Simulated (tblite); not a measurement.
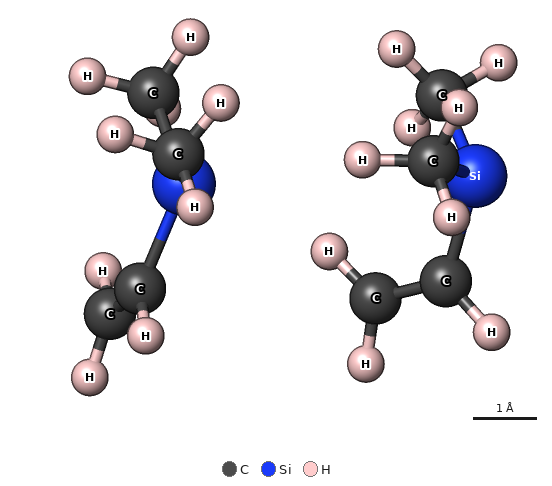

Two geometries of C4H9Si (multiplicity 2), drawn at one scale. One is the start of a relaxation, the other its converged end. A ball-and-stick model, seen from a free direction.

Level of theory: GFN2-xTB geometry optimisation, gas phase in tblite. 

Which geometry has the lower energy?

Answer. The left one is the relaxed one. After 112 geometry steps the energy has fallen by 11.0 kcal/mol. The largest move after the best rigid fit is that of an H atom, 1.30 Å. By element the largest moves are H 1.30 Å, C 0.51 Å, Si 0.28 Å. Among the contacts that change: C–Si 1.846 → 1.903 Å, C–H 1.127 → 1.088 Å, C–Si 1.827 → 1.851 Å, C–H 1.102 → 1.089 Å. Bond angles that change, for instance: C–Si–C 110.8° → 117.8°, C–Si–C 107.8° → 114.1°, C–C–H 116.1° → 122.1°. Groups turn about C–Si by about 60°, C–Si by about 55°. The run took 0.49 s on 1 thread of Arm Neoverse V2, with other jobs on the host.
